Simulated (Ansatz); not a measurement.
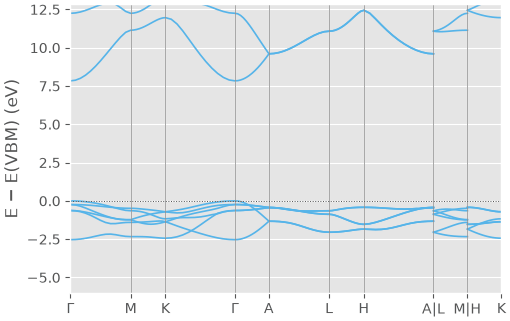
Figure: Band structure from DFT-LDA in the program Ansatz with PAW potentials

Question: Read off the gap and where the band edges lie.

Answer: About 7.8 eV (7.84 eV by a search for the band edges); maximum at Γ, minimum at Γ.

The material is LiF (wurtzite, space group No. 186).

Space group P6_3mc (wurtzite). The workflow started from a Materials Project entry (that database holds measured and hypothetical structures alike); the Crystallography Open Database copy checked does not list it. It is not the phase usual at ambient conditions (space group No. 225). The cell was relaxed with LDA under the symmetry of its start; phonons on a q-mesh show no instability.

Potentials: the later of the program's two PAW sets.
